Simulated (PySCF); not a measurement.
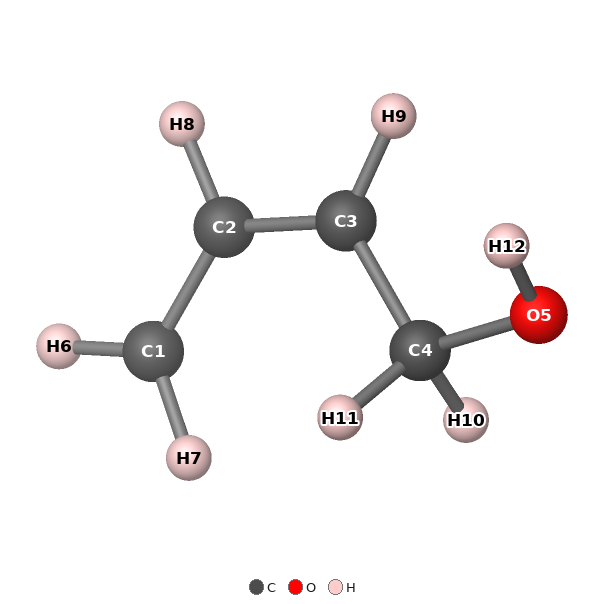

The species is neutral and a spin doublet. The computed structure is the end point of a GFN2-xTB optimisation. No frequency run is at hand to confirm it as a minimum. Computed with UKS B3LYP, pcH-1 on C H O, non-relativistic (PySCF 2.14.0). Fermi-contact and spin-dipolar terms alone, no spin-orbit part.

Question. Which nucleus has the largest dipolar (anisotropic) hyperfine coupling?

Answer. 13C at C3: principal values −53.7, −51.9, 105.6 MHz.

List the isotropic and dipolar parts for the most strongly coupled nuclei, one of each equivalent set.

```csv
atom,isotope,a_iso (MHz),dipolar part (MHz)
C3,13C,58.2,"−53.7, −51.9, 105.6"
C1,13C,51.5,"−48.7, −46.9, 95.7"
C2,13C,−46.7,"−28.5, 11.1, 17.4"
H9,1H,−43.4,"−25.9, −0.3, 26.2"
H6,1H,−39.7,"−23.8, −0.3, 24.1"
H7,1H,−38.1,"−20.6, −1.1, 21.7"
H8,1H,11.9,"−5.2, −1.6, 6.7"
H11,1H,63.3,"−3.9, −1.6, 5.5"
```
